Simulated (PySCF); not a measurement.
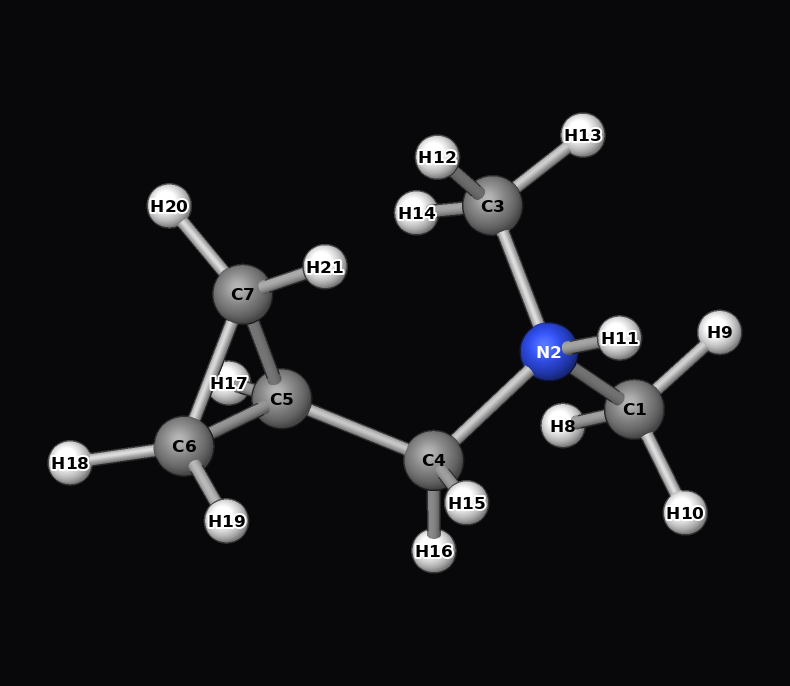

The questions are on isotropic NMR shieldings of the H atoms. Charge +1, singlet. Geometry: an image of a reaction path computed with GFN2-xTB, not a minimum. Level of theory: GIAO PBE0/pcSseg-1 NMR shielding, non-relativistic, gas phase (PySCF 2.14.0).

> Which H atom is the most shielded (lowest chemical shift)?

H21 (31.30 ppm).

> Which H atom is the least shielded (highest chemical shift)?

H11 (27.29 ppm).

> How wide is the range of H shifts?

4.01 ppm.

List the isotropic NMR shieldings of the H atoms.

| atom | σ (ppm) |
| --- | --- |
| H8 | 28.62 |
| H9 | 28.62 |
| H10 | 28.42 |
| H11 | 27.29 |
| H12 | 27.62 |
| H13 | 28.83 |
| H14 | 28.61 |
| H15 | 28.84 |
| H16 | 27.85 |
| H17 | 30.54 |
| H18 | 30.14 |
| H19 | 30.83 |
| H20 | 30.38 |
| H21 | 31.30 |
